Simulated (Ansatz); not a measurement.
# Two runs on C3H3F2NO

System: C3H3F2NO.
Method of the first run: RKS PBE0-D4/def2-SVP (Ansatz 0.2.0).

Text and figures count atoms from 1; the logs count them from 0 in places.

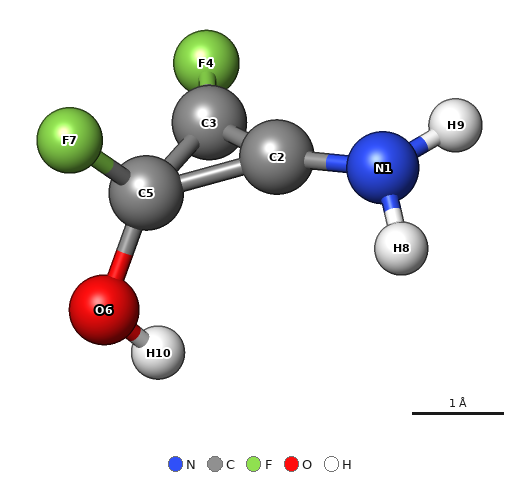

Fig. 1: The structure (ball-and-stick view, seen at a tilt; atoms are numbered from 1 in the order of the input).

Input, the first run:
```yaml
crystal:
  periodic: [false, false, false]
  atoms:
    - { symbol: "N", position_ang: [-0.497683, -0.348276, 1.66287] }
    - { symbol: C, position_ang: [-0.163568, -0.331232, 0.353996] }
    - { symbol: C, position_ang: [0.65412, -0.090977, -0.653713] }
    - { symbol: F, position_ang: [1.814475, 0.417504, -1.0232] }
    - { symbol: C, position_ang: [-0.575105, -0.747688, -1.02131] }
    - { symbol: O, position_ang: [-0.734381, -2.049801, -1.440354] }
    - { symbol: F, position_ang: [-1.595249, -0.072171, -1.621705] }
    - { symbol: H, position_ang: [-0.960409, -1.175967, 2.017629] }
    - { symbol: H, position_ang: [0.157641, 0.07755, 2.305073] }
    - { symbol: H, position_ang: [-0.061935, -2.582655, -1.004503] }
basis:
  gaussian: { orbitals: def2-SVP }
hamiltonian:
  xc: pbe0
  dispersion: d4
output:
  forces: true
```

Command:
```bash
ansatz run input.yaml --threads 1 --pin off --max-ram 2560MiB --backend cpu --events-out ev --progress --plain --runs-dir out
```

Hardware: 1 thread of Arm Neoverse V1, 24 GiB of memory available, shared host.

Output (the first run):
```
Engine: ansatz 0.2.0, aarch64-unknown-linux-gnu
Functional definition: PBE0
  parameter a = 0.25
  parameter kappa = 0.804
  parameter beta = 0.06672455060314922
  exchange = (1 - a)*pbe_x(kappa = kappa, mu = beta*pi^2/3) + a*exact_x
  correlation = pbe_c(beta = beta)
1124 factors; integrals over basis functions are off by at most 1.2e-3 eV
mean field evaluation 1: about -12099.8368 eV, gradient 5.6e1 eV
mean field evaluation 2: about -12097.6631 eV, gradient 6.5e1 eV
mean field evaluation 4: about -12105.5862 eV, gradient 2.9e0 eV
mean field evaluation 8: about -12105.9647 eV, gradient 3.6e-1 eV
mean field evaluation 16: about -12105.9649 eV, gradient 2.1e-4 eV
mean field -12105.96490723 eV, -444.8860046231 hartree, gradient 1.4e-5 eV, S^2 0.000000; 0 other end points of the search recorded, 0 dependent functions left out
the calculation of the forces begins
reference -12105.96492516 eV, -444.8860052820 hartree; 27, 27 occupied and 86, 86 virtual orbitals, 1124 factors
Total energy: -12106.12668403 eV, -444.8919498107 hartree
Atom 0 at    -0.497683    -0.348276     1.662870 Å, force    -0.047988     0.254525     0.130877 eV/Å
Atom 1 at    -0.163568    -0.331232     0.353996 Å, force     0.260504    -0.535130    -0.052281 eV/Å
Atom 2 at     0.654120    -0.090977    -0.653713 Å, force     0.127361     0.042243    -0.027230 eV/Å
Atom 3 at     1.814475     0.417504    -1.023200 Å, force    -0.116493     0.139432    -0.019007 eV/Å
Atom 4 at    -0.575105    -0.747688    -1.021310 Å, force    -0.288374     0.172421     0.052535 eV/Å
Atom 5 at    -0.734381    -2.049801    -1.440354 Å, force    -0.003777    -0.035096     0.099395 eV/Å
Atom 6 at    -1.595249    -0.072171    -1.621705 Å, force     0.084693    -0.049569    -0.104397 eV/Å
Atom 7 at    -0.960409    -1.175967     2.017629 Å, force    -0.144611     0.115957    -0.065029 eV/Å
Atom 8 at     0.157641     0.077550     2.305073 Å, force     0.072873    -0.106041     0.060515 eV/Å
Atom 9 at    -0.061935    -2.582655    -1.004503 Å, force     0.055811     0.001257    -0.075377 eV/Å
Dipole moment:     0.329479    -0.337361     0.892332 e Å
```

The second run used a changed input.

The two runs side by side:

| quantity | the first run | the second run |
| --- | --- | --- |
| outcome | converged | converged |
| total energy (hartree) | −444.891950 | −444.891230 |
| largest force (eV/Å) | 0.597 | 1.016 |
| basis functions | 113 | 113 |
| wall time (shared host) | 5 s | 5.1 s |

Which change of the input explains these differences?

The change (lines with − go, lines with + come):
```diff
-    - { symbol: H, position_ang: [-0.061935, -2.582655, -1.004503] }
+    - { symbol: H, position_ang: [-1.532751, -2.394987, -1.028606] }
```

With the same method and basis, the second run lies 0.45 kcal/mol higher. The largest force goes from 0.597 to 1.016 eV/Å.

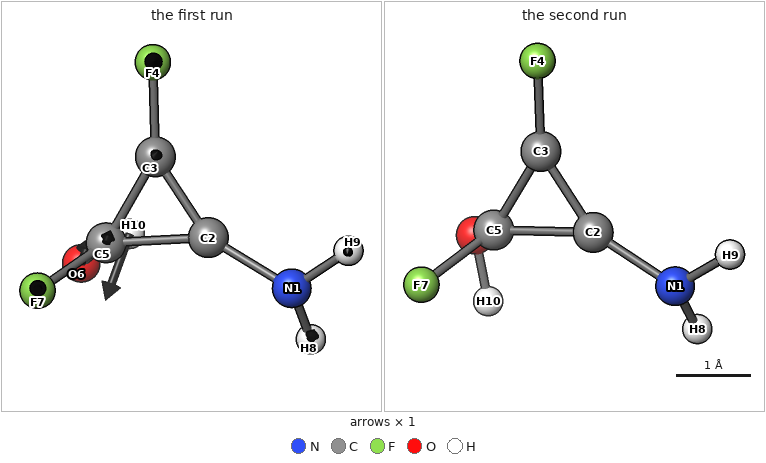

Fig. 2: The two input geometries at one scale (ball-and-stick view, seen at a tilt). The black arrows on the first give the shifts of the atoms after the best rigid fit, at true length. The largest move after the best rigid fit is that of H10, 0.99 Å. By element the largest moves are H 0.99 Å, O 0.44 Å, F 0.32 Å, C 0.21 Å, N 0.05 Å.

Output (the second run):
```
Engine: ansatz 0.2.0, aarch64-unknown-linux-gnu
Functional definition: PBE0
  parameter a = 0.25
  parameter kappa = 0.804
  parameter beta = 0.06672455060314922
  exchange = (1 - a)*pbe_x(kappa = kappa, mu = beta*pi^2/3) + a*exact_x
  correlation = pbe_c(beta = beta)
1124 factors; integrals over basis functions are off by at most 1.2e-3 eV
mean field evaluation 1: about -12099.7782 eV, gradient 5.6e1 eV
mean field evaluation 2: about -12097.9873 eV, gradient 6.4e1 eV
mean field evaluation 4: about -12105.5632 eV, gradient 2.9e0 eV
mean field evaluation 8: about -12105.9458 eV, gradient 4.3e-1 eV
mean field evaluation 16: about -12105.9461 eV, gradient 2.5e-4 eV
mean field -12105.94610264 eV, -444.8853135670 hartree, gradient 1.1e-5 eV, S^2 0.000000; 0 other end points of the search recorded, 0 dependent functions left out
the calculation of the forces begins
reference -12105.94612086 eV, -444.8853142365 hartree; 27, 27 occupied and 86, 86 virtual orbitals, 1124 factors
Total energy: -12106.10709535 eV, -444.8912299401 hartree
Atom 0 at    -0.497683    -0.348276     1.662870 Å, force    -0.142162     0.277524     0.095871 eV/Å
Atom 1 at    -0.163568    -0.331232     0.353996 Å, force     0.504601    -0.449198    -0.366141 eV/Å
Atom 2 at     0.654120    -0.090977    -0.653713 Å, force    -0.030505    -0.172031     0.132490 eV/Å
Atom 3 at     1.814475     0.417504    -1.023200 Å, force    -0.292406    -0.008406    -0.061811 eV/Å
Atom 4 at    -0.575105    -0.747688    -1.021310 Å, force    -0.370493    -0.368630     0.162012 eV/Å
Atom 5 at    -0.734381    -2.049801    -1.440354 Å, force     0.936372    -0.185593     0.348442 eV/Å
Atom 6 at    -1.595249    -0.072171    -1.621705 Å, force    -0.462502     0.860576    -0.209550 eV/Å
Atom 7 at    -0.960409    -1.175967     2.017629 Å, force    -0.079044     0.096788    -0.042258 eV/Å
Atom 8 at     0.157641     0.077550     2.305073 Å, force     0.070883    -0.114207     0.047671 eV/Å
Atom 9 at    -1.532751    -2.394987    -1.028606 Å, force    -0.134744     0.063177    -0.106725 eV/Å
Dipole moment:    -0.126785    -0.267233     0.900157 e Å
```
